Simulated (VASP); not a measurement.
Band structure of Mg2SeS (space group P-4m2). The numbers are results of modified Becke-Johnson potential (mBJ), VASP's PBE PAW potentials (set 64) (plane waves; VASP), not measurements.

mBJ is a potential without an energy functional, so only the levels count.

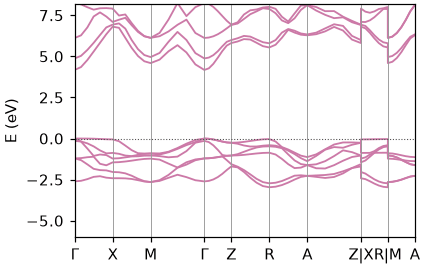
Figure. Bands along high-symmetry lines, zero at the valence-band maximum or, without a gap, the Fermi level

Question: Read the plot: is there a gap, and where are the band edges?

Answer: The gap is direct, 4.17 eV, from the valence maximum at Γ to the conduction minimum at Γ.

The structure comes from a computed database's Mg2SeS entry (P-4m2); how it stands against other phases isn't given here. It was relaxed first. The cell's shape comes from a PBE relaxation.
